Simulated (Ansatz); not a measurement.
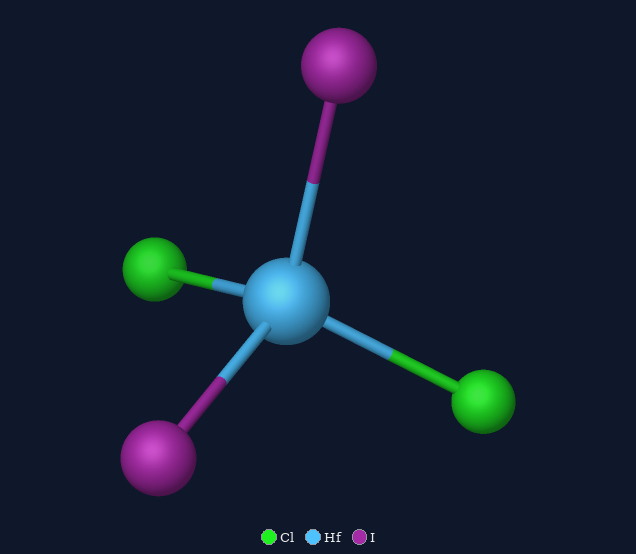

The species is neutral and a spin singlet. Computed geometry: PBE0-D4/def2-TZVP optimisation.

### Describe the coordination sphere.

Hf binds 4 atoms: 2 Cl at 2.31 Å, 2 I at 2.68 Å. The arrangement is tetrahedral.

### What are the formal oxidation state of the metal and its number of d electrons?

Hf(IV), d⁰, counting the ligands as closed-shell ions or neutral donors.
